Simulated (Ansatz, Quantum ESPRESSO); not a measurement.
# Mo (Im-3m): electron-phonon coupling, part 4 of 4

Wanted: the coupling constant λ of Mo (Im-3m) at ambient pressure.

Quantum ESPRESSO 7.5; DFT PBE, scalar-relativistic, plane waves, PseudoDojo norm-conserving pseudopotentials.

So far, electron-phonon coupling constant: step 10 (density of states) 0.511. Also logarithmic mean frequency weighted by the coupling (K): step 10 266.

## (11) Cross-check with Ansatz (continued)

The alpha^2 F has structure finer than the step of the table below, so its rows give means over 2.5 meV, whole bins alone (the curve runs from 0.063 to 32.4 meV). Peaks (meV: height): 22.27: 0.564, 30.64: 0.457.

The alpha^2 F by phonon energy; means over each step:

| phonon energy (meV) | alpha^2 F |
| --- | --- |
| 2.5 | 4.2e-4 |
| 5.0 | 0.00166 |
| 7.5 | 0.00417 |
| 10.0 | 0.00964 |
| 12.5 | 0.0172 |
| 15.0 | 0.0324 |
| 17.5 | 0.118 |
| 20.0 | 0.382 |
| 22.5 | 0.484 |
| 25.0 | 0.317 |
| 27.5 | 0.216 |
| 30.0 | 0.350 |

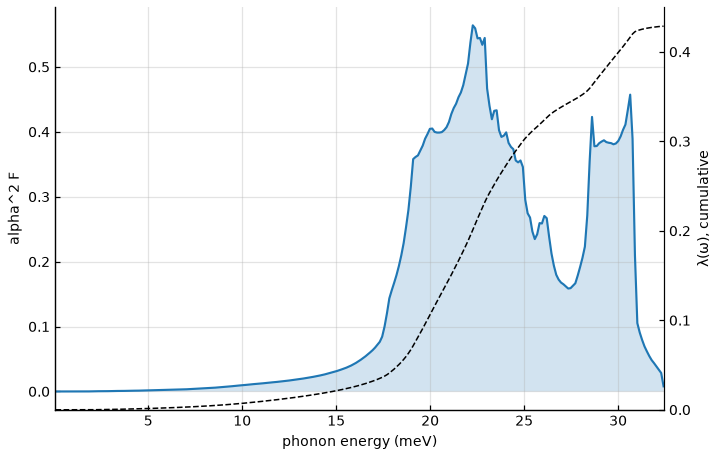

Alpha^2 F, plotted against phonon energy. The dashed line is the running λ.

## (12) The two compared: QE PseudoDojo and Ansatz, PseudoDojo

Numbers from this step:

```
root-mean-square difference             : 0.02 cm⁻¹
largest difference                      : 0.03 cm⁻¹
root-mean-square difference on the path : 0 cm⁻¹
largest difference on the path          : 0.1 cm⁻¹
```

The two runs side by side. Further quantities:

| quantity | QE PseudoDojo | Ansatz, PseudoDojo |
| --- | --- | --- |
| λ | 0.511 | 0.429 |
| ω_log (K) | 266 | 257.2 |

The interpolated bands of the two lie on top of each other.

At the solved wavevectors the largest difference (acoustic modes at Γ apart) is 0.01 % of the highest mode; λ differs by 19 %.

## (13) Results

```yaml
space_group_after_relaxation: Im-3m
volume_per_atom: 15.8 Å³
q_mesh: 4×4×4
lowest_mode_on_the_q_mesh_acoustic_ones_at_the_zone_centre_apart: 113.5 cm⁻¹
zero_point_energy_per_atom: 35.2 meV
heat_capacity_at_300_k: 23.2 J/(mol atoms K)
vibrational_entropy_at_300_k: 28.9 J/(mol atoms K)
coupling_constant_for_broadenings_of_0p01_to_0p04_ry: 0.49 to 0.54
logarithmic_mean_frequency_over_the_same_range: 262 to 269 K
imaginary_modes_on_the_q_mesh: none
largest_difference_from_ansatz_pseudodojo: 0.03 cm⁻¹
```

What this shows: λ is about 0.51 and holds within 15 % over the middle broadenings, a moderate coupling. λ is 0.51 by Gaussian broadening on the dense mesh and 0.43 by Ansatz's sums without a broadening; neither is converged in the meshes. Mo (Im-3m) is dynamically stable on the 4×4×4 mesh; its spectrum reaches 262 cm⁻¹. QE PseudoDojo and Ansatz, PseudoDojo agree to 0.03 cm⁻¹ (0.01 % of the highest mode compared) on all solved modes but the acoustic ones at Γ. These are harmonic frequencies at zero temperature: anharmonic shifts and linewidths and thermal expansion are left out. In a metal the frequencies hang on the k mesh and the smearing, most of all near Kohn anomalies. The relaxation ran at 72 Ry, under the 80 Ry recommended for these files; the stress of so short a basis can leave the cell about one per cent too small. Ansatz warns that the cutoff lies 10 % under the one recommended for these files; agreement at one cutoff is not convergence.

[Host names and launcher messages were left out of these logs when they were recorded.]

[Logs are printed without paths, hosts, clocks, repeated set-up lines and the standing remarks that a program may print on its own settings, such as how far it seeks lower states.]

[Hosts, paths, dates, database ids (printed as entryN), source tags and the programs' standing remarks are cut or masked in the printed files.]
